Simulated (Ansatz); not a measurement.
The calculation's input:

```
crystal:
  periodic: [false, false, false]
  atoms:
    - { symbol: Al, position_ang: [-1.016319, -0.015786, -0.486194] }
    - { symbol: "N", position_ang: [0.293962, -1.007435, 0.411948] }
    - { symbol: Cl, position_ang: [-0.966813, 0.067555, -2.598849] }
    - { symbol: Cl, position_ang: [-2.517299, 0.954386, 0.644518] }
    - { symbol: H, position_ang: [1.62024, 0.884478, 0.542991] }
    - { symbol: Cl, position_ang: [1.664738, 2.164341, 0.222028] }
    - { symbol: H, position_ang: [0.112691, -1.32481, 1.362894] }
    - { symbol: H, position_ang: [0.8089, -1.72253, -0.099236] }
basis:
  gaussian: { orbitals: cc-pVDZ }
hamiltonian:
  xc: b3lyp
relax:
  f_tol: 0.03
  max_steps: 50
output:
  orbitals: {}
```

Launched as:

```sh
ansatz run input.yaml --threads 2 --pin off --max-ram 3072MiB --backend cpu --events-out ev --progress --plain --runs-dir out
```

The fields are those of the run's last geometry, not of the input's.

All numbers below come from RKS B3LYP/cc-pVDZ in Ansatz.

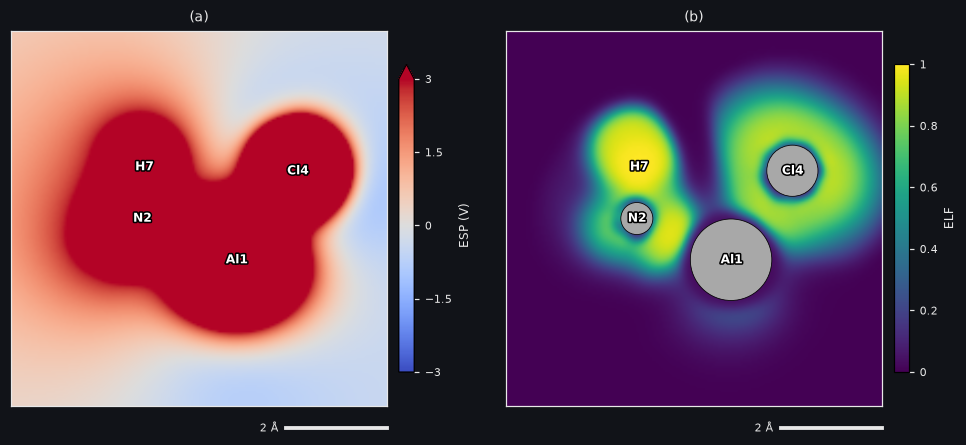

AlCl₃H₃N. (a) electrostatic potential; (b) ELF on the plane of atoms Al1, N2 and H7. Grey discs cover the atomic cores in the ELF map.

**Read the bonding off the picture.**

- The section cuts through Al, N, Cl and H sites.
- Al–N (2.05 Å): the ELF peaks at about 0.95 in the valence shell of N, 0.7 Å from its nucleus, and is about 0.75 at the midpoint.
- Al–Cl (2.15 Å): the ELF peaks at about 0.85 in the valence shell of Cl, 0.9 Å from its nucleus, and is about 0.80 at the midpoint.
- N–H (1.03 Å): the ELF climbs to about 1 towards the hydrogen, as it does in any bond to H: a covalent bond by its length.
- The ELF also peaks beside Cl4, away from the bonds: lone-pair regions.
- Outside the dense part of the molecule the potential is most negative (−0.9 V) near Cl4.
